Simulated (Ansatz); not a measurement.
## Abstraction of H: B(CH3)2(SH) + Ge(OH)3 → B(CH2)(CH3)(SH) + GeH(OH)3

Species: B(CH3)2(SH), singlet; Ge(OH)3, doublet; B(CH2)(CH3)(SH), doublet; GeH(OH)3, singlet. A radical takes H: the energy is the difference in strength between the C–H bond broken and the Ge–H bond made.

Shapes, held fixed at every level: PBE0-D4/def2-TZVP. Flexible molecules stand in one conformer, not always the lowest. Programs: Ansatz 0.2.0. Electronic energies: no zero-point or thermal term.

```csv
level,kind,ΔE (kJ/mol),less CCSD(T)/def2-TZVPP,CPU time (sum over the molecules)
MP2/def2-TZVPP,perturbation theory,+56.0,+9.8,–
PBE-D4/def2-TZVPP,GGA,+72.4,+26.2,26 s
r2SCAN-D4/def2-TZVPP,meta-GGA,+55.9,+9.7,45 s
B3LYP-D4/def2-TZVPP,global hybrid,+59.6,+13.4,40 s
wB97M-V/def2-TZVPP,range-separated hybrid,+59.1,+12.9,95 s
B2PLYP/def2-TZVPP,double hybrid,+55.9,+9.7,49 s
CCSD(T)/def2-TZVPP,coupled cluster or CI,+46.2,0.0,21 min
```

The highest level, CCSD(T)/def2-TZVPP, gives ΔE = +46.2 kJ/mol; the levels span +46.2 to +72.4. The column of differences is taken from that level and isn't an error. No measured value is set beside it here. Open shells run unrestricted. Relativity is left out for Ge. Outer-core shells of Ge are correlated, in sets that cover them unevenly. CCSD(T)/def2-TZVPP lies outside the range of all other levels here, so it shouldn't be taken on trust. Times are processor times on shared x86 and Arm servers, and rough.

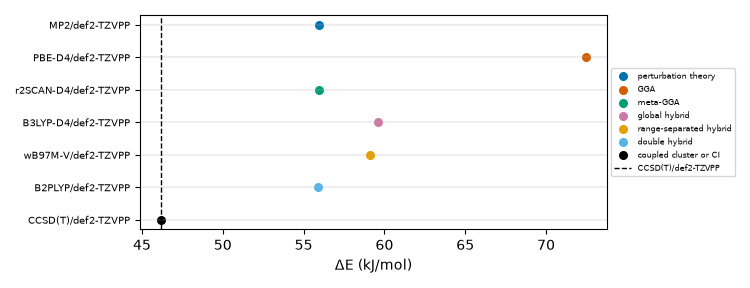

The values of the table, level by level.
